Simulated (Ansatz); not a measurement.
**Run report: BSiH₂Cl₃, single-point calculation**

- system: BSiH₂Cl₃, SMILES B[Si](Cl)(Cl)Cl
- method: RKS PBE0-D4/def2-TZVPP (Ansatz 0.2.0)

The geometry comes from this level: PBE0-D4/def2-TZVP.

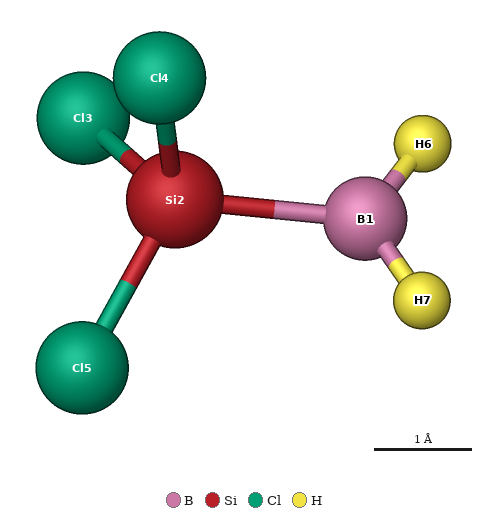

The input geometry (ball-and-stick view, seen at a tilt; atoms are numbered from 1 in the order of the input). Bond lengths as drawn: B–H 1.19 Å, B–Si 2.00 Å and Cl–Si 2.04 to 2.05 Å.

Input file
```yaml
crystal:
  periodic: [false, false, false]
  atoms:
    - {symbol: B, position_ang: [0.273032, 0.172559, 1.230256]}
    - {symbol: Si, position_ang: [-0.137714, -0.042574, -0.712587]}
    - {symbol: Cl, position_ang: [-1.885444, 0.836324, -1.294356]}
    - {symbol: Cl, position_ang: [-0.310347, -2.072392, -0.941412]}
    - {symbol: Cl, position_ang: [1.333886, 0.636899, -1.952827]}
    - {symbol: H, position_ang: [-0.616200, 0.263322, 2.019193]}
    - {symbol: H, position_ang: [1.403986, 0.137863, 1.605933]}
basis:
  gaussian: {orbitals: def2-TZVPP}
hamiltonian: {xc: pbe0, dispersion: d4}
output: {orbitals: {seedname: orbitals}}
```

Command:
```bash
ansatz run in.yaml --threads 4 --pin off --events-out ev --progress --plain --max-ram 10444MiB
```

Log
```
Functional definition: PBE0
  name "PBE0"
  cite "Adamo & Barone, J. Chem. Phys. 110, 6158 (1999) doi:10.1063/1.478522"
  cite "Perdew, Burke & Ernzerhof, Phys. Rev. Lett. 77, 3865 (1996) doi:10.1103/PhysRevLett.77.3865"
  parent pbe
  parameter a = 0.25
  parameter kappa = 0.804
  parameter beta = 0.06672455060314922
  exchange = (1 - a)*pbe_x(kappa = kappa, mu = beta*pi^2/3) + a*exact_x
  correlation = pbe_c(beta = beta)
1553 factors; their error is unknown
mean field evaluation 1: about -46141.5313 eV, gradient 2.0e1 eV
mean field evaluation 2: about -46142.1880 eV, gradient 1.4e1 eV
mean field evaluation 4: about -46142.6644 eV, gradient 8.5e-1 eV
mean field evaluation 8: about -46142.7732 eV, gradient 2.8e-1 eV
mean field evaluation 16: about -46142.7733 eV, gradient 2.0e-5 eV
mean field -46142.77332895 eV, -1695.7156431438 hartree, gradient 2.0e-5 eV, S^2 0.000000; 0 other end points of the search recorded, 0 dependent functions left out
reference -46142.77336248 eV, -1695.7156443759 hartree; 36, 36 occupied and 191, 191 virtual orbitals, 1553 factors
Total energy: -46142.99920881 eV, -1695.7239440754 hartree
```

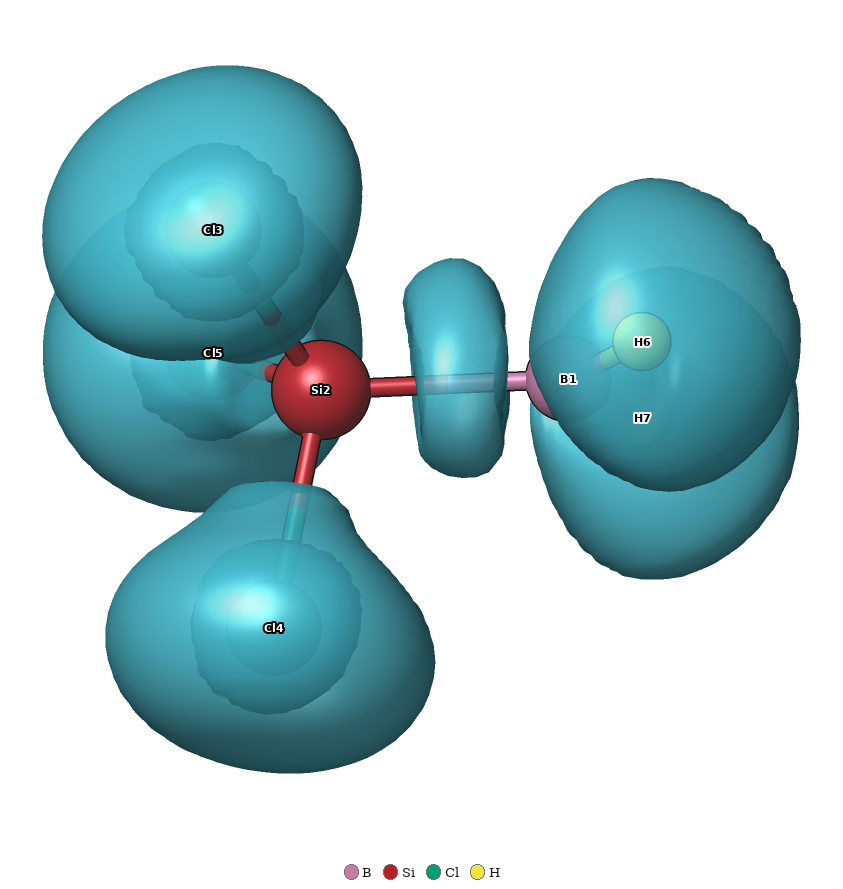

Isosurface of the ELF at 0.75 (cyan), seen from the side. Only the valence region is drawn (cores and ρ < 0.01 e/Å³ removed). Values along the shortest contacts:

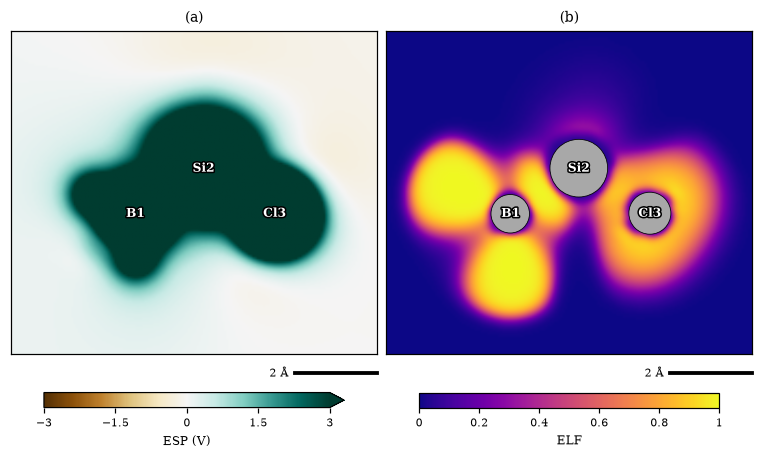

(a) molecular electrostatic potential; (b) electron localisation function on the plane of atoms B1, Si2 and Cl3. Grey discs, where drawn, cover atomic cores. The section cuts through B, Si and Cl sites. Si–B (2.00 Å): the ELF peaks at about 1 between the atoms, which marks localised, shared-pair bonding. Si–Cl (2.04 Å): the ELF peaks at about 0.85 between the atoms (a shared but strongly polarised pair). The potential has no marked negative region in this plane.

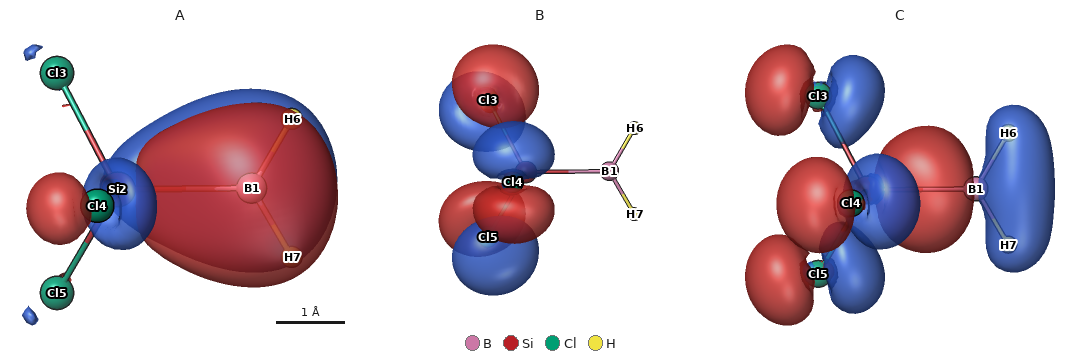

Three frontier orbitals at ±0.1 Å⁻³ᐟ² (blue and red are the two phases). B is the HOMO−1 (−9.25 eV). C is the HOMO (−8.73 eV). Its weight (Hirshfeld) is mainly on B1 (25 %), Si2 (20 %), Cl4 (15 %), Cl3 (15 %) and Cl5 (15 %). A is the LUMO (−3.10 eV). Its weight (Hirshfeld) is mainly on B1 (60 %) and Si2 (15 %). The HOMO–LUMO gap is 5.63 eV between the orbital energies.

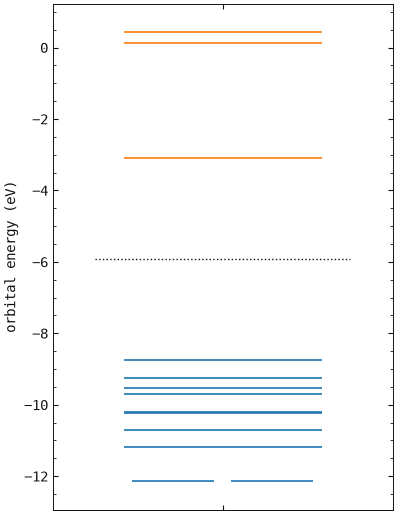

Orbital energies near the frontier; the dotted line parts filled from empty levels, and levels within 0.02 eV of each other stand side by side. Highest filled −8.73 eV, lowest empty −3.10 eV, 5.63 eV apart.

Key numbers

```tsv
quantity	value
outcome	converged
total energy	−46142.9992 eV
mean-field energy	−46142.7734 eV
dispersion energy	−0.2258 eV
SCF solution under orbital rotations	stable
HOMO	−8.73 eV
LUMO	−3.10 eV
hardware	4 threads of Arm Neoverse V2, 23 GiB of memory available, shared host
wall time	2.4 s (CPU time 9 s)
peak memory	0.68 GiB
```
